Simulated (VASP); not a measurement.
Consider the following.

```xyz
2
Lattice="0.0000 2.2452 2.2452 2.2452 0.0000 2.2452 2.2452 2.2452 0.0000" Properties=species:S:1:pos:R:3 pbc="T T T"
Hf     0.0000     0.0000     0.0000
N      2.2452     2.2452     2.2452
```

Level of theory: PBEsol GGA, VASP's PBE PAW potentials (set 64) (plane waves; VASP). Numerical set-up: 520 eV cut-off, 16×16×16 Γ-centred mesh, tetrahedra with Blöchl corrections, potentials Hf_pv N.

Unless said otherwise, spin-orbit coupling is left out, though it shifts the bands of the heavy elements here.

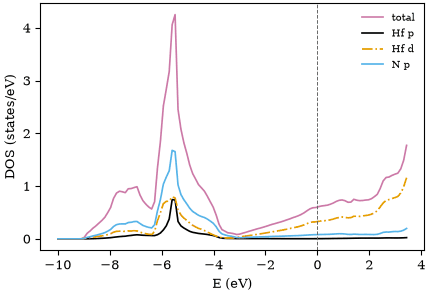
Fig. 1. Total and projected density of states, zero at the Fermi level

Within 2 eV below the Fermi level the largest weight inside VASP's projection spheres is Hf d, then N p.

It has no gap at this level: it comes out as a metal or semimetal.

The compound is HfN in the rock salt structure. It was relaxed first. The electron count is odd and the run is not spin-polarised, which forces a metal.
